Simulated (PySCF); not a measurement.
H13N3Si4

Input

```
{"job": {"kind": "nmr", "xc": "PBE0", "basis": "pcSseg-1"}, "charge": 0, "multiplicity": 1}
Si    -0.228556     2.450814    -0.332687
N     -0.535532     1.406738    -1.688841
Si     0.260201    -0.089120    -2.091241
N     -0.455518    -1.541383    -1.446806
Si    -0.286402    -2.095957     0.188779
N     -0.290974    -0.717405     1.250533
Si     0.815406    -0.348122     2.549329
H     -1.168329     2.235922     0.819012
H     -0.383056     3.880630    -0.744580
H      1.161716     2.201716     0.142922
H     -1.356561     1.632402    -2.244782
H      0.225274    -0.236126    -3.576710
H      1.645557     0.030461    -1.556315
H     -1.056364    -2.079071    -2.063629
H      1.010384    -2.779880     0.479526
H     -1.404638    -3.061131     0.430053
H     -1.128516    -0.138981     1.219691
H      0.465230    -1.008429     3.848218
H      0.809623     1.127471     2.781434
H      2.179582    -0.803465     2.152745
```

Run with:

```sh
OMP_NUM_THREADS=1 python cluster_run.py task.json out
```

Geometry: PBE0-D3(BJ)/def2-SVP.

Theory: PySCF, PBE0/pcSseg-1, SCF density, gas phase, non-relativistic.

What will maps of the electron density and electron localisation function show?

Si–N (1.74 Å): the density is about 1 e/Å³ at the midpoint; the ELF peaks at about 0.90 between the atoms; a polar covalent bond.
Si–H (1.49 Å): the density is about 0.79 e/Å³ at the midpoint; the ELF climbs to about 1 towards the hydrogen, as it does in any bond to H.

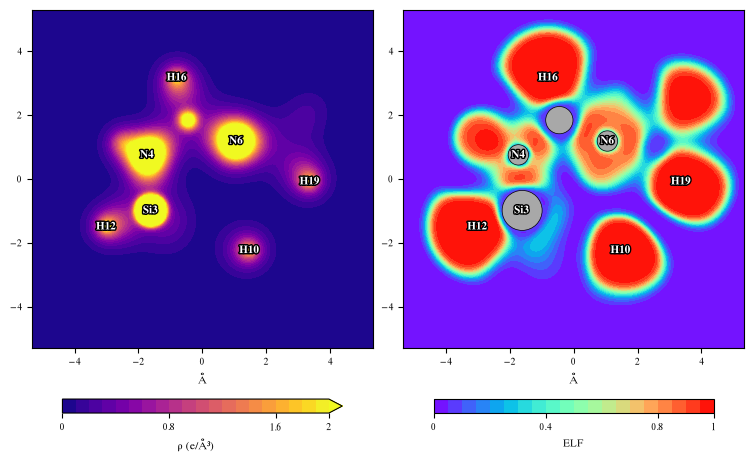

Computed electron density and electron localisation function on the plane of atoms N4, Si3 and H12, in this order. Grey discs cover the atomic cores in the ELF map. 
